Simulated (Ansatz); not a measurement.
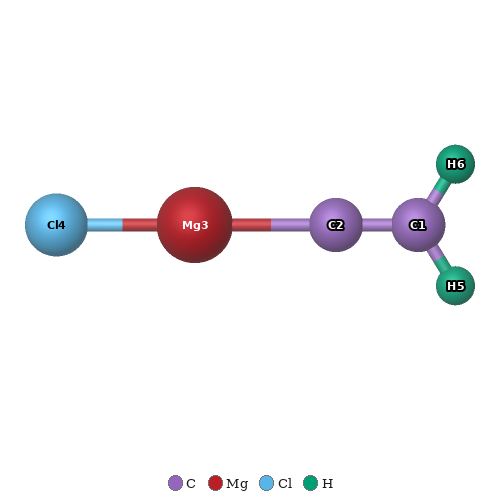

The system is C₂H₂ClMg, SMILES C=[C+][Mg][Cl], charge +1; the picture shows the reference structure. 
- First axis: bond length C1–C2. Second axis: bond length C2–Mg3.
- Nothing is relaxed (all other coordinates rigid).
- The scan uses a 15 × 15 grid.
- Energies are in kJ/mol, from the lowest grid point.
- The reference is spin-restricted, which grows unreliable where a bond is stretched far.
- Level of theory: RKS PBE0-D4/def2-TZVP in Ansatz 0.2.0.

Its coordinates:

```xyz
6

C    -0.6069    1.3031   -0.1694
C    -0.0762    0.1626   -0.0201
Mg    0.8349   -1.7961    0.2364
Cl    1.7256   -3.7117    0.4881
H    -1.1669    1.5588   -1.0785
H    -0.5263    2.0773    0.6048
```

Range: bond length C1–C2 from 1.039 to 1.900 Å; bond length C2–Mg3 from 1.871 to 3.046 Å.

Q: What landscape does the calculation give?

A: The lowest grid point is at bond length C1–C2 = 1.285 Å, bond length C2–Mg3 = 2.206 Å. No other kind of well shows on this grid. The highest grid point, bond length C1–C2 = 1.900 Å, bond length C2–Mg3 = 3.046 Å, lies 560 kJ/mol above the lowest.

| bond length C2–Mg3 ↓, bond length C1–C2 → | 1.039 | 1.100 | 1.162 | 1.223 | 1.285 | 1.346 | 1.408 | 1.469 | 1.531 | 1.592 | 1.654 | 1.716 | 1.777 | 1.839 | 1.900 |
| --- | --- | --- | --- | --- | --- | --- | --- | --- | --- | --- | --- | --- | --- | --- | --- |
| 3.046 | 404 | 241 | 146 | 102 | 93 | 109 | 142 | 185 | 235 | 289 | 345 | 401 | 455 | 509 | 560 |
| 2.962 | 392 | 229 | 135 | 91 | 83 | 99 | 132 | 175 | 226 | 279 | 335 | 392 | 446 | 500 | 551 |
| 2.878 | 380 | 218 | 123 | 80 | 72 | 88 | 121 | 165 | 216 | 269 | 326 | 382 | 437 | 491 | 542 |
| 2.794 | 367 | 205 | 111 | 69 | 61 | 77 | 110 | 154 | 205 | 259 | 316 | 372 | 427 | 481 | 533 |
| 2.710 | 355 | 193 | 100 | 57 | 49 | 66 | 100 | 144 | 195 | 249 | 306 | 363 | 418 | 472 | 523 |
| 2.626 | 343 | 182 | 89 | 46 | 39 | 56 | 89 | 134 | 185 | 239 | 296 | 353 | 408 | 463 | 514 |
| 2.542 | 332 | 171 | 78 | 36 | 29 | 46 | 80 | 124 | 176 | 230 | 287 | 344 | 399 | 454 | 506 |
| 2.458 | 321 | 160 | 68 | 26 | 19 | 36 | 70 | 115 | 167 | 221 | 279 | 336 | 391 | 446 | 498 |
| 2.374 | 312 | 151 | 59 | 17 | 10 | 28 | 62 | 107 | 159 | 214 | 271 | 328 | 384 | 439 | 490 |
| 2.290 | 304 | 144 | 51 | 10 | 4 | 21 | 56 | 101 | 153 | 208 | 265 | 323 | 378 | 433 | 485 |
| 2.206 | 300 | 140 | 47 | 6 | 0 | 18 | 53 | 98 | 150 | 205 | 262 | 320 | 376 | 430 | 482 |
| 2.123 | 300 | 140 | 48 | 7 | 1 | 19 | 54 | 99 | 151 | 206 | 264 | 321 | 377 | 432 | 484 |
| 2.039 | 306 | 146 | 55 | 14 | 8 | 26 | 61 | 106 | 158 | 213 | 271 | 328 | 384 | 439 | 491 |
| 1.955 | 321 | 162 | 70 | 29 | 23 | 42 | 77 | 122 | 174 | 229 | 286 | 344 | 399 | 454 | 506 |
| 1.871 | 349 | 189 | 98 | 57 | 51 | 69 | 104 | 149 | 201 | 256 | 313 | 371 | 426 | 481 | 533 |

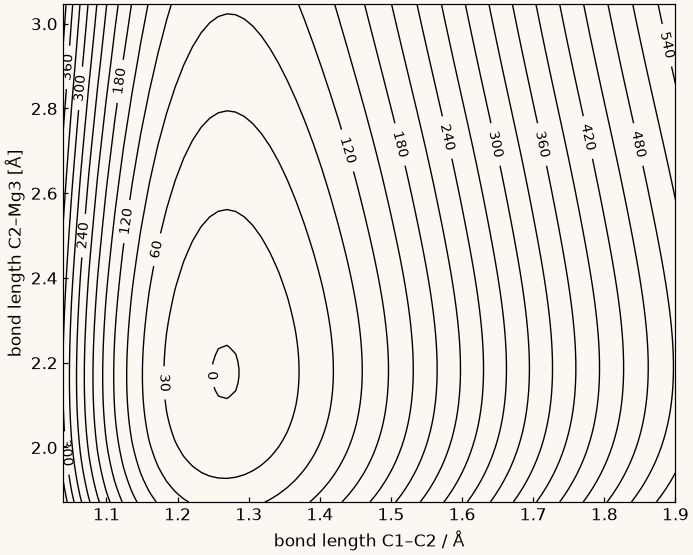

In the figure: contour lines labelled in kJ/mol. Between grid points the surface is interpolated.

Each point was launched as `ansatz run input.yaml --threads 1 --pin off --max-ram 2560MiB --backend cpu --events-out ev --progress --plain --runs-dir out`. Time for the 225 points that were run: 30 min on 1 thread of Arm Neoverse N1 (shared host).
